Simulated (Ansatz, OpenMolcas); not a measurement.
# Exact exchange and the HOMO–LUMO gap of [BCl2]+

[BCl2]+: 3 atoms, total charge +1, spin state singlet. SMILES: `Cl[B+]Cl`. The coordinates come from a PBE0-D4/def2-TZVP relaxation.

The HOMO–LUMO gap y, in eV, basis cc-pVTZ; a is the functional's share of exact exchange. Programs: Ansatz 0.2.0, OpenMolcas 26.06.

| functional | program | a | y (eV) |
| --- | --- | --- | --- |
| TPSS | OpenMolcas | 0 | 6.70 |
| r2SCAN | Ansatz | 0 | 7.11 |
| B3LYP | Ansatz | 0.2 | ? |
| r2SCAN0 | Ansatz | 0.25 | 9.23 |
| PBE0 | Ansatz | 0.25 | 8.80 |
| BHLYP | Ansatz | 0.5 | 11.14 |

Fit y = c + s·a to the known rows and predict B3LYP.


1. Means of the 5 rows: a = 0.2000, y = 8.596.
2. Σ(Δa)² = 0.175, Σ(Δa·Δy) = 1.4815, so the slope is 1.4815/0.175 = 8.4657.
3. Intercept: 8.596 − (8.4657) × 0.2000 = 6.903. The largest residual of the fit is 0.22.
4. B3LYP: 6.903 + (8.4657) × 0.2 = 8.60 eV.

The run gave 8.29 eV, so the prediction is off by +0.31 eV, about the scatter of the fit. Exact exchange lowers occupied levels and raises empty ones. The rows mix families of semi-local functionals, which the line can't see.

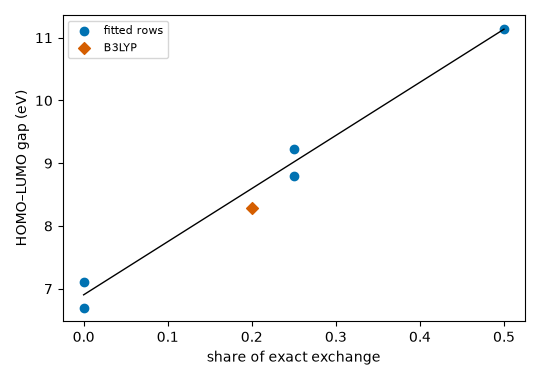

The fitted line, with the withheld row.
